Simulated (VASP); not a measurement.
# A VASP study of Ni3Sn4 (LDA): structure first, properties next, part 2 of 5

Aim: relax Ni3Sn4, then compute properties on the relaxed cell. The start is a cell from a database of measured crystal structures.

VASP 6.6.1; LDA, spin-polarised from a ferromagnetic start; plane waves and PAW (Ni, Sn_d).

Still holding for the runs below: The k-mesh is coarse for a metal.

So far. Step 2 (Relaxing cell and atoms (LDA)): It ends with a largest force of 0.007 eV/Å and a pressure of 0.04 GPa. The volume lies -4.9 % from that of the database's start, which holds the thermal and zero-point expansion of its experiment. LDA is known to overbind.

## Step 3: Second relaxation

A relaxation keeps the plane waves of the cell it began with, so it is repeated from the new cell, on a basis made for it.

The input, INCAR:

```
SYSTEM = Ni3Sn4
PREC = Accurate
ENCUT = 400
EDIFF = 1E-06
NELM = 100
ISMEAR = 1
SIGMA = 0.2
LREAL = .FALSE.
ALGO = Normal
GGA = CA
NBANDS = 58
ISPIN = 2
MAGMOM = 1 1 1 0 0 0 0
LASPH = .TRUE.
LMAXMIX = 4
LORBIT = 11
LWAVE = .FALSE.
LCHARG = .FALSE.
KPAR = 4
IBRION = 2
NSW = 60
ISIF = 3
EDIFFG = -0.01
```

The input, POSCAR:

```
Ni3Sn4
1.0
    0.0000000000      3.9977407496      0.0000000000
   -1.3445199779      0.0000000000      4.9664037693
    5.9920969844     -1.9988703748     -0.0231644024
Ni Sn
3 4
Direct
    0.0000000000      0.0000000000      0.0000000000
    0.2155004518      0.3361600603      0.4310009037
    0.7844995482      0.6638399397      0.5689990963
    0.1712789825      0.8115491995      0.3425579650
    0.8287210175      0.1884508005      0.6574420350
    0.4278773484      0.6861292510      0.8557546968
    0.5721226516      0.3138707490      0.1442453032
```

The input, KPOINTS:

```
Automatic mesh
0
Gamma
5 4 5
0 0 0
```

The projector-augmented-wave data sets are Ni and Sn_d (LDA family, release 64).

Started as:

```
$ mpirun -np 4 vasp_std
```

The program printed:

```text
[... set-up lines as in an earlier step ...]
 entering main loop
       N       E                     dE             d eps       ncg     rms          rms(c)
DAV:   1     0.836197871790E+03    0.83620E+03   -0.32066E+04  7906   0.211E+03
DAV:   2     0.102713075134E+03   -0.73348E+03   -0.70595E+03  7656   0.555E+02
DAV:   3    -0.343100567483E+02   -0.13702E+03   -0.13316E+03  7908   0.209E+02
DAV:   4    -0.419261355344E+02   -0.76161E+01   -0.75626E+01  8754   0.565E+01
DAV:   5    -0.421384692658E+02   -0.21233E+00   -0.21224E+00 10326   0.883E+00    0.182E+01
DAV:   6    -0.469863585451E+02   -0.48479E+01   -0.39719E+01  9402   0.649E+01    0.235E+01
DAV:   7    -0.398041980959E+02    0.71822E+01   -0.15613E+01  8758   0.475E+01    0.365E+00
DAV:   8    -0.398361440496E+02   -0.31946E-01   -0.19639E+00  9738   0.106E+01    0.372E+00
DAV:   9    -0.398183493981E+02    0.17795E-01   -0.79499E-01  8514   0.127E+01    0.326E+00
DAV:  10    -0.397252478782E+02    0.93102E-01   -0.32686E-01  8524   0.918E+00    0.576E-01
DAV:  11    -0.397262210024E+02   -0.97312E-03   -0.39256E-02  8584   0.128E+00    0.270E-01
DAV:  12    -0.397252890231E+02    0.93198E-03   -0.27966E-03 12258   0.496E-01    0.153E-01
DAV:  13    -0.397251390135E+02    0.15001E-03   -0.55609E-04  9586   0.171E-01    0.940E-02
DAV:  14    -0.397250858293E+02    0.53184E-04   -0.11305E-04  9264   0.129E-01    0.363E-02
DAV:  15    -0.397250889780E+02   -0.31487E-05   -0.22273E-05  8852   0.317E-02    0.163E-02
DAV:  16    -0.397250877726E+02    0.12055E-05   -0.17898E-06  5836   0.147E-02    0.782E-03
DAV:  17    -0.397250875715E+02    0.20102E-06   -0.11020E-06  4516   0.931E-03
   1 F= -.39725088E+02 E0= -.39721815E+02  d E =-.397251E+02  mag=     0.0001
 curvature:   0.00 expect dE= 0.000E+00 dE for cont linesearch  0.000E+00
 trial: gam= 0.00000 g(F)=  0.110E-04 g(S)=  0.185E-04 ort = 0.000E+00 (trialstep = 0.100E+01)
 search vector abs. value=  0.295E-04
 reached required accuracy - stopping structural energy minimisation
```

The job ended after 44 s (4 MPI ranks of Intel Xeon 6975P-C (Granite Rapids), shared host; peak memory 1.3 GiB).

Parts of OUTCAR (step 3):

```text
  LATTYP: Found a base centered monoclinic cell.
 ALAT       =    11.9842835180
 B/A-ratio  =     0.3335819570
 C/A-ratio  =     0.4293274805
 COS(beta)  =    -0.2650458183

The static configuration has the point symmetry C_2h.

 Found     33 irreducible k-points:

   ENCUT  =  400.0 eV  29.40 Ry    5.42 a.u.   6.52  8.39 10.30*2*pi/ulx,y,z

   NELECT =      86.0000    total number of electrons

 E-fermi :  10.1776

 spin component 1
 k-point     1 :       0.0000    0.0000    0.0000
  band No.  band energies     occupation
    ...
     39       8.6825      1.00000
     40       8.8486      1.00000
     41       9.3397      1.00000
     42       9.8585      1.02326
     43       9.9579      1.03255
     44      10.7446     -0.00023
     45      11.1295     -0.00000
     46      12.1757     -0.00000
     47      14.5979      0.00000
     48      14.6254      0.00000
    ...

 k-point     2 :       0.2000    0.0000   -0.0000
  band No.  band energies     occupation
    ...
     40       8.7482      1.00000
     41       9.1116      1.00000
     42       9.3006      1.00000
     43       9.4414      1.00000
     44      10.0373      0.96048
     45      11.9999     -0.00000
     46      12.3988     -0.00000
     47      13.3487     -0.00000
     48      14.2258      0.00000
     49      14.7497      0.00000
    ...

 k-point     3 :       0.4000    0.0000   -0.0000
  band No.  band energies     occupation
    ...
     40       8.7722      1.00000
     41       8.8179      1.00000
     42       9.0055      1.00000
     43       9.2613      1.00000
     44       9.7478      1.00480
     45      10.8281     -0.00002
     46      11.3926     -0.00000
     47      12.1969     -0.00000
     48      13.1874     -0.00000
     49      13.4609     -0.00000
    ...

 k-point     4 :       0.0000    0.2500    0.0000
  band No.  band energies     occupation
    ...
     38       8.6827      1.00000
     39       8.8383      1.00000
     40       9.2466      1.00000
     41       9.7592      1.00587
     42      10.0514      0.93341
     43      10.2897      0.09845
     44      11.2312     -0.00000
     45      11.3702     -0.00000
     46      12.6872     -0.00000
     47      13.0399     -0.00000
    ...

  Total        0.0232170      0.0231736      0.0396865      0.0000000      0.0000000     -0.0042999
  in kB        0.3129934      0.3124083      0.5350228      0.0000000      0.0000000     -0.0579686
  external PRESSURE =       0.3868081 kB  Pullay stress =       0.0000000 kB

 POSITION                                       TOTAL-FORCE (eV/Angst)
 -----------------------------------------------------------------------------------
      0.00000      0.00000      0.00000         0.000000      0.000000      0.000000
      2.13063     -0.00000      1.65952         0.007265     -0.000000     -0.001346
      2.51695      1.99887      3.28372        -0.007265     -0.000000      0.001346
      0.96150      0.00000      4.02255        -0.001003     -0.000000      0.000615
      3.68608      1.99887      0.92069         0.001003      0.000000     -0.000615
      4.20525      0.00000      3.38777        -0.006219     -0.000000      0.004355
      0.44233      1.99887      1.55547         0.006219      0.000000     -0.004355
 -----------------------------------------------------------------------------------
    total drift:                                0.000000     -0.000000      0.000000

  FREE ENERGIE OF THE ION-ELECTRON SYSTEM (eV)
  ---------------------------------------------------
  free  energy   TOTEN  =       -39.7250875715 eV

  energy  without entropy=      -39.7152703728  energy(sigma->0) =      -39.72181517

 total charge
# of ion       s       p       d       tot
------------------------------------------
    1        0.467   0.512   8.486   9.466
    2        0.441   0.494   8.490   9.424
    3        0.441   0.494   8.490   9.424
    4        1.172   1.202  10.046  12.420
    5        1.172   1.202  10.046  12.420
    6        1.167   1.206  10.046  12.419
    7        1.167   1.206  10.046  12.419
--------------------------------------------------
tot          6.025   6.315  65.651  77.991

 magnetization (x)
# of ion       s       p       d       tot
------------------------------------------
    1        0.000   0.000  -0.000  -0.000
    2        0.000  -0.000  -0.000  -0.000
    3        0.000  -0.000  -0.000  -0.000
    4       -0.000  -0.000  -0.000  -0.000
    5       -0.000  -0.000  -0.000  -0.000
    6       -0.000  -0.000  -0.000  -0.000
    7       -0.000  -0.000  -0.000  -0.000
--------------------------------------------------
tot         -0.000  -0.000  -0.000  -0.000

[... 5 parts as in an earlier step ...]

[... 11 further parts left out ...]
```

CONTCAR:

```
Ni3Sn4
   1.00000000000000
     0.0000000000000000    3.9977407496000001    0.0000000000000000
    -1.3445199779000001    0.0000000000000000    4.9664037693000003
     5.9920969843999998   -1.9988703748000001   -0.0231644024000000
  Ni              Sn
     3     4
Direct
     0.0000000000000000    0.0000000000000000    0.0000000000000000
     0.2155004517999970    0.3361600603000028    0.4310009037000029
     0.7844995482000030    0.6638399396999972    0.5689990962999971
     0.1712789824999987    0.8115491994999999    0.3425579649999975
     0.8287210175000013    0.1884508005000001    0.6574420350000025
     0.4278773484000027    0.6861292509999970    0.8557546967999983
     0.5721226515999973    0.3138707490000030    0.1442453032000017
```

Little changed from the start: no atom moved by 0.005 Å and no cell edge by 0.1 %.

Numbers from this step:

| Property | Result |
| --- | --- |
| energy at zero smearing | -39.72 eV |
| pressure | 0.03868 GPa |
| SCF cycles over all ionic steps | 17 |

It ends with a largest force of 0.008 eV/Å and a pressure of 0.04 GPa. The volume moved by under 0.01 %: the run met its threshold at the first step.

## Step 4: Single point with fields (LDA)

A single point on the relaxed cell gives a clean self-consistent state, with density, ELF and potential written out.

INCAR, as its differences from that of step 3:

```diff
@@ -17,7 +17,5 @@
 LWAVE = .FALSE.
-LCHARG = .FALSE.
-KPAR = 4
-IBRION = 2
-NSW = 60
-ISIF = 3
-EDIFFG = -0.01
+LCHARG = .TRUE.
+ISIF = 2
+LELF = .TRUE.
+LVHAR = .TRUE.
```

POSCAR is that of step 3.

KPOINTS is that of step 3.

Started as:

```
$ mpirun -np 4 vasp_std
```

The program printed:

```text
[banner, memory and clock lines left out]
running    4 mpi-ranks, on    1 nodes
 distrk:  each k-point on    4 cores,    1 groups
 distr:  one band on    1 cores,    4 groups

 POSCAR found type information on POSCAR NiSn
 POSCAR found :  2 types and       7 ions
 LDA part: xc-table for (Slater(with rela. corr.)+CA(PZ))
 , standard interpolation
|                                                                             |
|           W    W    AA    RRRRR   N    N  II  N    N   GGGG   !!!           |
|           W    W   A  A   R    R  NN   N  II  NN   N  G    G  !!!           |
|           W    W  A    A  R    R  N N  N  II  N N  N  G       !!!           |
|           W WW W  AAAAAA  RRRRR   N  N N  II  N  N N  G  GGG   !            |
|           WW  WW  A    A  R   R   N   NN  II  N   NN  G    G                |
|           W    W  A    A  R    R  N    N  II  N    N   GGGG   !!!           |
|                                                                             |
|     The number of bands has been changed from the values supplied in        |
|     The orbitals not found in the WAVECAR file will be initialized with     |
|     random numbers, which is usually adequate. For correlated               |
|     calculations, however, you should redo the groundstate calculation.     |
|     I found NBANDS = 58. Now, NBANDS = 60.                                  |
|                                                                             |

 POSCAR, INCAR and KPOINTS ok, starting setup
 FFT: planning ... GRIDC
 FFT: planning ... GRID_SOFT
 FFT: planning ... GRID
 WAVECAR not read
 entering main loop
       N       E                     dE             d eps       ncg     rms          rms(c)
DAV:   1     0.832682707104E+03    0.83268E+03   -0.31864E+04  8304   0.205E+03
DAV:   2     0.103856591048E+03   -0.72883E+03   -0.69816E+03  7920   0.537E+02
DAV:   3    -0.341400213678E+02   -0.13800E+03   -0.13398E+03  8208   0.203E+02
DAV:   4    -0.419239687358E+02   -0.77839E+01   -0.77321E+01  9064   0.551E+01
DAV:   5    -0.421378039272E+02   -0.21384E+00   -0.21377E+00 10600   0.861E+00    0.182E+01
DAV:   6    -0.470082875448E+02   -0.48705E+01   -0.37187E+01  9916   0.628E+01    0.235E+01
DAV:   7    -0.398118386759E+02    0.71964E+01   -0.14746E+01  9100   0.458E+01    0.359E+00
DAV:   8    -0.398328531239E+02   -0.21014E-01   -0.17451E+00 10080   0.102E+01    0.370E+00
DAV:   9    -0.398251642359E+02    0.76889E-02   -0.77635E-01  8928   0.124E+01    0.335E+00
DAV:  10    -0.397251217713E+02    0.10004E+00   -0.32300E-01  8972   0.891E+00    0.576E-01
DAV:  11    -0.397261415629E+02   -0.10198E-02   -0.39131E-02  8916   0.123E+00    0.271E-01
DAV:  12    -0.397252894377E+02    0.85213E-03   -0.27382E-03 12576   0.469E-01    0.154E-01
DAV:  13    -0.397251399246E+02    0.14951E-03   -0.52317E-04  9808   0.163E-01    0.926E-02
DAV:  14    -0.397250861412E+02    0.53783E-04   -0.10296E-04  9652   0.118E-01    0.355E-02
DAV:  15    -0.397250890097E+02   -0.28685E-05   -0.19964E-05  8984   0.297E-02    0.161E-02
DAV:  16    -0.397250878038E+02    0.12059E-05   -0.17089E-06  6176   0.138E-02    0.843E-03
DAV:  17    -0.397250875956E+02    0.20817E-06   -0.11011E-06  4932   0.902E-03
   1 F= -.39725088E+02 E0= -.39721815E+02  d E =-.981694E-02  mag=     0.0001
```

The job ended after 46 s (4 MPI ranks; peak memory 0.73 GiB; 2.9 min of CPU time).

Parts of OUTCAR (step 4):

```text
The static configuration has the point symmetry C_2h.

 Found     33 irreducible k-points:

   k-points           NKPTS =     33   k-points in BZ     NKDIM =     33   number of bands    NBANDS=     60

   NELECT =      86.0000    total number of electrons

 E-fermi :  10.1776

 spin component 1
 k-point     1 :       0.0000    0.0000    0.0000
  band No.  band energies     occupation
    ...
     39       8.6825      1.00000
     40       8.8486      1.00000
     41       9.3397      1.00000
     42       9.8584      1.02326
     43       9.9579      1.03255
     44      10.7446     -0.00023
     45      11.1295     -0.00000
     46      12.1757     -0.00000
     47      14.5979      0.00000
     48      14.6254      0.00000
    ...

 k-point     2 :       0.2000    0.0000   -0.0000
  band No.  band energies     occupation
    ...
     40       8.7481      1.00000
     41       9.1115      1.00000
     42       9.3006      1.00000
     43       9.4414      1.00000
     44      10.0372      0.96048
     45      11.9999     -0.00000
     46      12.3988     -0.00000
     47      13.3487     -0.00000
     48      14.2258      0.00000
     49      14.7496      0.00000
    ...

 k-point     3 :       0.4000    0.0000   -0.0000
  band No.  band energies     occupation
    ...
     40       8.7721      1.00000
     41       8.8179      1.00000
     42       9.0055      1.00000
     43       9.2613      1.00000
     44       9.7478      1.00480
     45      10.8281     -0.00002
     46      11.3926     -0.00000
     47      12.1969     -0.00000
     48      13.1874     -0.00000
     49      13.4609     -0.00000
    ...

 k-point     4 :       0.0000    0.2500    0.0000
  band No.  band energies     occupation
    ...
     38       8.6827      1.00000
     39       8.8383      1.00000
     40       9.2465      1.00000
     41       9.7592      1.00587
     42      10.0514      0.93339
     43      10.2897      0.09845
     44      11.2312     -0.00000
     45      11.3702     -0.00000
     46      12.6872     -0.00000
     47      13.0399     -0.00000
    ...

  Total        0.0279704      0.0278721      0.0443696      0.0000000      0.0000000     -0.0043149
  in kB        0.3770763      0.3757510      0.5981568      0.0000000      0.0000000     -0.0581702
  external PRESSURE =       0.4503280 kB  Pullay stress =       0.0000000 kB

 POSITION                                       TOTAL-FORCE (eV/Angst)
 -----------------------------------------------------------------------------------
      0.00000      0.00000      0.00000         0.000000     -0.000000     -0.000000
      2.13063     -0.00000      1.65952         0.007266      0.000000     -0.001321
      2.51695      1.99887      3.28372        -0.007266     -0.000000      0.001321
      0.96150      0.00000      4.02255        -0.001004     -0.000000      0.000608
      3.68608      1.99887      0.92069         0.001004      0.000000     -0.000608
      4.20525      0.00000      3.38777        -0.006200      0.000000      0.004344
      0.44233      1.99887      1.55547         0.006200      0.000000     -0.004344
 -----------------------------------------------------------------------------------
    total drift:                                0.000000     -0.000000      0.000000

  FREE ENERGIE OF THE ION-ELECTRON SYSTEM (eV)
  ---------------------------------------------------
  free  energy   TOTEN  =       -39.7250875956 eV

  energy  without entropy=      -39.7152706520  energy(sigma->0) =      -39.72181528

[... 10 parts as in an earlier step ...]

[... 8 further parts left out ...]
```

With spin, VASP writes an ELF for each channel.

Numbers from this step:

| Quantity | Value |
| --- | --- |
| SCF cycles | 17 |
| bands | 60 |
| pressure | 0.04503 GPa |

Valence electrons inside each PAW sphere by angular momentum. Sphere charges, by row:

```tsv
atom	s (e)	p (e)	d (e)	tot (e)
Ni1	0.467	0.512	8.486	9.466
Ni2	0.441	0.494	8.49	9.424
Ni3	0.441	0.494	8.49	9.424
Sn4	1.172	1.202	10.05	12.42
Sn5	1.172	1.202	10.05	12.42
Sn6	1.167	1.206	10.05	12.42
Sn7	1.167	1.206	10.05	12.42
```

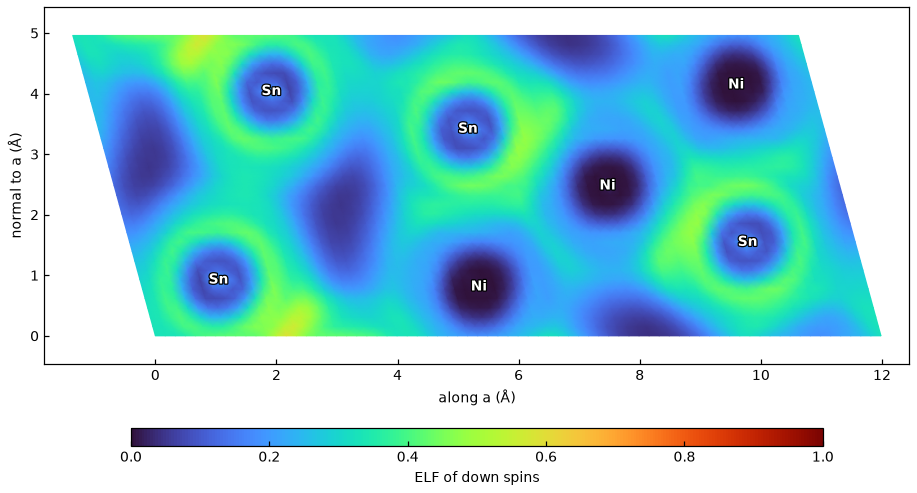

ELF of down spins in the ac plane of the conventional cell at fractional y = 0.000, with atoms of Ni and Sn within 0.2 Å of it. It is the smooth field of the valence electrons, not physical close to the nuclei. The map starts off the cell's origin, so that atoms lie inside it.

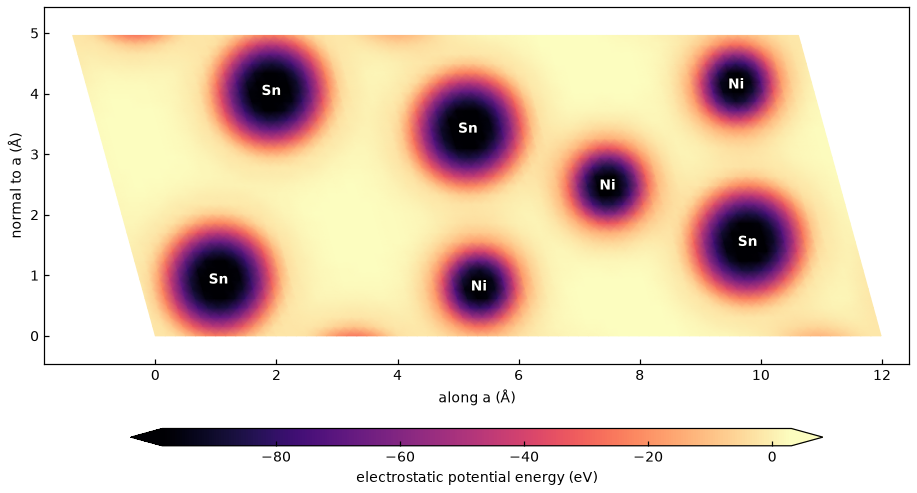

Electrostatic potential energy in the ac plane of the conventional cell at fractional y = 0.000, with atoms of Ni and Sn within 0.2 Å of it. With pseudopotentials it is smooth inside the atoms' cores, unlike the true potential. The map starts off the cell's origin, so that atoms lie inside it.

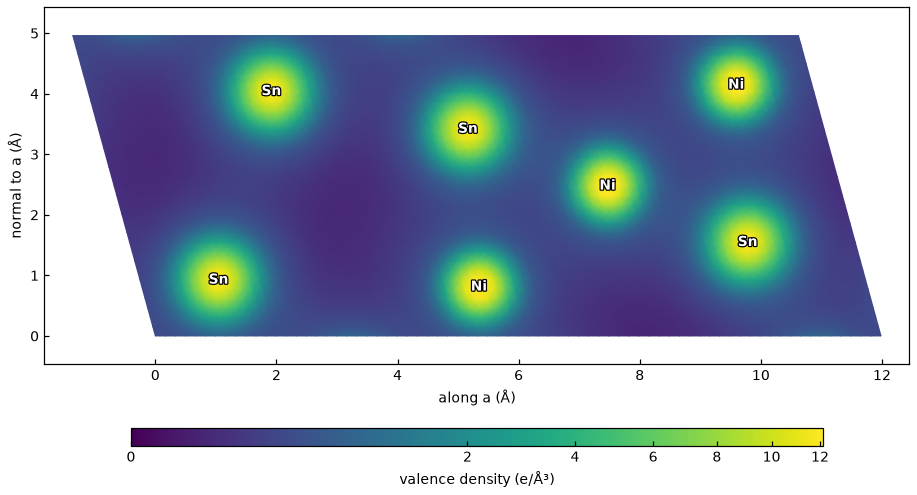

Valence density in the ac plane of the conventional cell at fractional y = 0.000, with atoms of Ni and Sn within 0.2 Å of it. It is the smooth field of the valence electrons, not physical close to the nuclei. The map starts off the cell's origin, so that atoms lie inside it. The colour scale is stretched toward low values.

In this run the pressure is 0.05 GPa, small enough to go on.

(Continued in part 3 of 5.)

[Lines on the potential files, build, host, timing and source positions are cut from VASP's logs without a mark.]

[Logs are printed without paths, hosts, clocks, repeated set-up lines and the standing remarks that a program may print on its own settings, such as how far it seeks lower states.]

[Hosts, paths, dates, database ids (printed as entryN), source tags and the programs' standing remarks are cut or masked in the printed files.]

[A measured line is paired with the nearest computed mode of its activity, which favours agreement.]
